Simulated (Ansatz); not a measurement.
# Nudged elastic band, with input and output: BH3Cl

The run: nudged elastic band of BH3Cl, multiplicity 2. Method and program: UKS PBE-D4/6-31G (Ansatz 0.2.0).

One setting was made poor on purpose. It belongs to a series of runs on one base structure; here: band between the two ends. Figures and captions count atoms from 1; the log counts them from 0 in places.

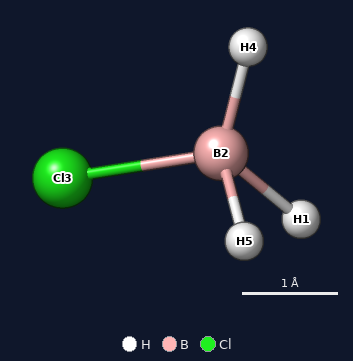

Fig. 1: The structure as given in the input (ball-and-stick view, seen at a tilt; atoms are numbered from 1 in the order of the input). Bond lengths as drawn: B–Cl 1.84 Å and B–H 1.19 to 1.27 Å.

**Input file**
```yaml
crystal:
  periodic: [false, false, false]
  atoms:
    - { symbol: H, position_ang: [-0.549637, -0.562885, 0.91662] }
    - { symbol: B, position_ang: [0.130202, 0.086813, 0.068359] }
    - { symbol: Cl, position_ang: [0.26196, -0.903407, -1.477826] }
    - { symbol: H, position_ang: [1.11801, 0.648716, 0.430272] }
    - { symbol: H, position_ang: [-0.960535, 0.730662, 0.062575] }
magnetization:
  spin_polarized: true
  initial_magnetization: 1
basis:
  gaussian: { orbitals: "6-31G" }
hamiltonian:
  xc: pbe
  dispersion: d4
neb:
  order_check: false
  images: 5
  f_tol: 0.05
  max_iterations: 60
  initial_path: linear
  final_atoms:
    - { symbol: H, position_ang: [-1.13683537, -2.90252685, 1.75477553] }
    - { symbol: B, position_ang: [0.3159628, 0.8933418, -0.40346317] }
    - { symbol: Cl, position_ang: [-0.01001994, -0.83476333, -0.7691358] }
    - { symbol: H, position_ang: [1.36736894, 1.15950293, 0.10027892] }
    - { symbol: H, position_ang: [-0.53647643, 1.68434445, -0.68245549] }
```

Run on 1 thread of Arm Neoverse V2, 24 GiB of memory available, shared host.

Launch command:
```bash
ansatz run input.yaml --threads 1 --pin off --max-ram 2048MiB --backend cpu --events-out ev --progress --plain --runs-dir out
```

**Log**
```
Engine: ansatz 0.2.0, aarch64-unknown-linux-gnu
Functional definition: PBE
  parameter kappa = 0.804
  parameter beta = 0.06672455060314922
  exchange = pbe_x(kappa = kappa, mu = beta*pi^2/3)
  correlation = pbe_c(beta = beta)
386 factors; integrals over basis functions are off by at most 2.1e-4 eV
mean field evaluation 1: about -13236.4474 eV, gradient 1.6e1 eV
mean field evaluation 2: about -13233.9364 eV, gradient 2.4e1 eV
mean field evaluation 4: about -13238.6338 eV, gradient 1.6e0 eV
mean field evaluation 8: about -13238.6526 eV, gradient 1.3e-2 eV
mean field evaluation 16: about -13237.0426 eV, gradient 1.8e0 eV
mean field -13238.65255166 eV, -486.5115077925 hartree, gradient 4.5e-5 eV, S^2 0.751536; 1 other end points of the search recorded, 0 dependent functions left out
the calculation of the forces begins
reference -13238.65257343 eV, -486.5115085926 hartree; 13, 12 occupied and 15, 16 virtual orbitals, 386 factors
387 factors; integrals over basis functions are off by at most 2.3e-4 eV
mean field evaluation 32: about -13237.7917 eV, gradient 4.0e-5 eV
mean field -13237.79173869 eV, -486.4798734995 hartree, gradient 4.0e-5 eV, S^2 0.750004; 0 other end points of the search recorded, 0 dependent functions left out
[... from here on the field's lines of each further geometry are left out, up to the last ...]
NEB iter   1: max|band force component| = 3.717e0 eV/Å  barrier→ = 1.2749 eV  barrier← = 0.4087 eV  Δτ_max = 0.1911 Å  (189 SCF iters)
NEB iter   2: max|band force component| = 1.921e0 eV/Å  barrier→ = 1.0906 eV  barrier← = 0.2244 eV  Δτ_max = 0.0983 Å  (126 SCF iters)
NEB iter   3: max|band force component| = 1.102e0 eV/Å  barrier→ = 0.9236 eV  barrier← = 0.0574 eV  Δτ_max = 0.0854 Å  (115 SCF iters)
NEB iter   4: max|band force component| = 5.654e-1 eV/Å  barrier→ = 0.8822 eV  barrier← = 0.0161 eV  Δτ_max = 0.0479 Å  (112 SCF iters)
NEB iter   5: max|band force component| = 1.969e-1 eV/Å  barrier→ = 0.8750 eV  barrier← = 0.0088 eV  CI = image 4  Δτ_max = 0.0469 Å  (110 SCF iters)
NEB iter   6: max|band force component| = 9.978e-2 eV/Å  barrier→ = 0.8720 eV  barrier← = 0.0058 eV  CI = image 4  Δτ_max = 0.0430 Å  (108 SCF iters)
NEB iter   7: max|band force component| = 1.322e-1 eV/Å  barrier→ = 0.8696 eV  barrier← = 0.0035 eV  CI = image 4  Δτ_max = 0.0215 Å  (105 SCF iters)
NEB iter   8: max|band force component| = 1.205e-1 eV/Å  barrier→ = 0.8689 eV  barrier← = 0.0027 eV  CI = image 4  Δτ_max = 0.0430 Å  (106 SCF iters)
NEB iter   9: max|band force component| = 2.740e-1 eV/Å  barrier→ = 0.8701 eV  barrier← = 0.0039 eV  CI = image 5  Δτ_max = 0.0215 Å  (109 SCF iters)
NEB iter  10: max|band force component| = 1.776e-1 eV/Å  barrier→ = 0.8681 eV  barrier← = 0.0020 eV  CI = image 5  Δτ_max = 0.0428 Å  (109 SCF iters)
NEB iter  11: max|band force component| = 3.036e-1 eV/Å  barrier→ = 0.8676 eV  barrier← = 0.0015 eV  CI = image 4  Δτ_max = 0.0215 Å  (109 SCF iters)
NEB iter  12: max|band force component| = 2.251e-1 eV/Å  barrier→ = 0.8663 eV  barrier← = 0.0001 eV  CI = image 5  Δτ_max = 0.0430 Å  (101 SCF iters)
the calculation of the forces begins
reference -13237.79227135 eV, -486.4798930744 hartree; 13, 12 occupied and 15, 16 virtual orbitals, 387 factors
387 factors; integrals over basis functions are off by at most 2.3e-4 eV
mean field -13237.79092159 eV, -486.4798434715 hartree, gradient 2.0e-5 eV, S^2 0.750004; 1 other end points of the search recorded, 0 dependent functions left out
the calculation of the forces begins
reference -13237.79095145 eV, -486.4798445689 hartree; 13, 12 occupied and 15, 16 virtual orbitals, 387 factors
NEB iter  13: max|band force component| = 2.411e-2 eV/Å  barrier→ = 0.8662 eV  barrier← = 0.0001 eV  CI = image 5  Δτ_max = 0.0000 Å  (220 SCF iters)
```

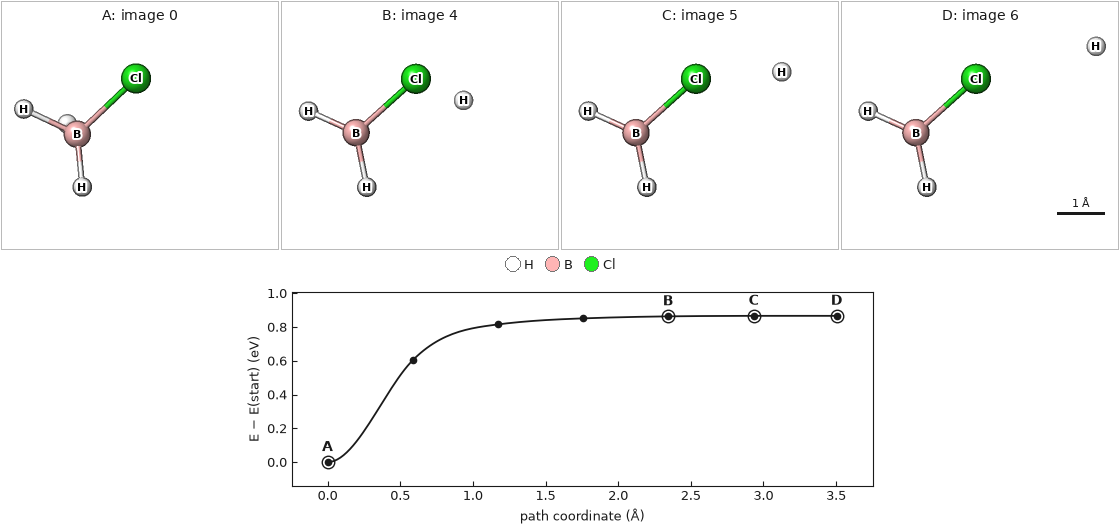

Fig. 2: Images of the last band (counted from 0; ball-and-stick, seen at a tilt) above the energy along the path; the line is a cubic interpolation that uses the forces. The highest image is number 5, 0.866 eV above the start and 0.000 eV above the end (the climbing image); the end lies 0.866 eV above the start. The path is 3.51 Å long. The band converged in 13 iterations.

```
Total energy: -13237.83952493 eV, -486.4816296114 hartree
Atom 0 at    -0.652646    -2.595003     1.867749 Å, force    -0.000453    -0.000489     0.002201 eV/Å
Atom 1 at     0.167606     0.812040    -0.403648 Å, force     0.001062    -0.016890    -0.012092 eV/Å
Atom 2 at     0.120813    -0.864283    -1.048951 Å, force     0.000522     0.009127     0.001327 eV/Å
Atom 3 at     1.201706     1.191365     0.061885 Å, force    -0.003905     0.004557     0.003475 eV/Å
Atom 4 at    -0.837478     1.455780    -0.477035 Å, force     0.002774     0.003695     0.005089 eV/Å
Dipole moment:     0.005063     0.197051     0.077928 e Å
this run last wrote the band of iteration 13 to [file]
```

**The last band as extended XYZ (Å, eV, eV/Å)**
```
5
Properties=species:S:1:pos:R:3:forces:R:3 image=0 energy=-13238.70573
H    -0.5496   -0.5629    0.9166    0.0019   0.0036   0.0059
B     0.1302    0.0868    0.0684    0.0028   0.0028   0.0058
Cl    0.2620   -0.9034   -1.4778   -0.0005  -0.0031  -0.0115
H     1.1180    0.6487    0.4303   -0.0006  -0.0020   0.0036
H    -0.9605    0.7307    0.0626   -0.0037  -0.0013  -0.0038
5
Properties=species:S:1:pos:R:3:forces:R:3 image=1 energy=-13238.10222
H    -0.4854   -0.8452    1.2496    0.2496   0.5262  -0.6021
B     0.0741    0.2753   -0.1106   -0.1136  -0.2147   0.2728
Cl    0.2586   -0.9409   -1.4609   -0.0257  -0.0612   0.0600
H     1.0891    0.5863    0.4519   -0.0464  -0.1241   0.1350
H    -0.9365    0.9244   -0.1300   -0.0639  -0.1260   0.1343
5
Properties=species:S:1:pos:R:3:forces:R:3 image=2 energy=-13237.89021
H    -0.6455   -1.1853    1.6029    0.0249   0.0760  -0.0500
B     0.1421    0.4122   -0.2691   -0.0075  -0.0154   0.0261
Cl    0.2881   -0.8894   -1.5063    0.0049   0.0013  -0.0168
H     1.1134    0.6620    0.3831   -0.0092  -0.0302   0.0195
H    -0.8981    1.0004   -0.2106   -0.0131  -0.0317   0.0213
5
Properties=species:S:1:pos:R:3:forces:R:3 image=3 energy=-13237.85447
H    -0.7181   -1.6519    1.8179    0.0039   0.0211  -0.0037
B     0.1695    0.5462   -0.3427   -0.0016   0.0003   0.0061
Cl    0.2612   -0.8531   -1.4668    0.0046   0.0032  -0.0143
H     1.1526    0.8149    0.2831   -0.0021  -0.0126   0.0060
H    -0.8651    1.1439   -0.2915   -0.0047  -0.0120   0.0060
5
Properties=species:S:1:pos:R:3:forces:R:3 image=4 energy=-13237.84251
H    -0.7114   -2.1241    1.8535   -0.0008   0.0042   0.0052
B     0.1762    0.6807   -0.3756   -0.0058   0.0209   0.0102
Cl    0.1932   -0.8729   -1.2751    0.0066  -0.0150  -0.0199
H     1.1871    1.0135    0.1696    0.0042  -0.0076   0.0020
H    -0.8451    1.3026   -0.3724   -0.0041  -0.0026   0.0025
5
Properties=species:S:1:pos:R:3:forces:R:3 image=5 energy=-13237.83950
H    -0.6526   -2.5950    1.8677   -0.0005  -0.0005   0.0022
B     0.1676    0.8120   -0.4036    0.0011  -0.0169  -0.0121
Cl    0.1208   -0.8643   -1.0490    0.0005   0.0091   0.0013
H     1.2017    1.1914    0.0619   -0.0039   0.0046   0.0035
H    -0.8375    1.4558   -0.4770    0.0028   0.0037   0.0051
5
Properties=species:S:1:pos:R:3:forces:R:3 image=6 energy=-13237.83957
H    -0.5070   -3.0344    1.8254   -0.0004  -0.0013   0.0006
B     0.1369    0.9292   -0.4224   -0.0013   0.0009   0.0011
Cl    0.0331   -0.8290   -0.7747    0.0004   0.0013   0.0000
H     1.1843    1.3494   -0.0268    0.0004   0.0000  -0.0011
H    -0.8473    1.5846   -0.6015    0.0009  -0.0010  -0.0005
```

**Key numbers**

```json
{"quantity": "outcome", "value": "converged"}
{"quantity": "barrier, forward", "value": "0.866 eV"}
{"quantity": "barrier, backward", "value": "0.000 eV"}
{"quantity": "wall time", "value": "49 s"}
{"quantity": "peak memory", "value": "0.18 GiB"}
```

**Notes**

A deliberately poor setting: straight start. The order of the saddle point was not checked.
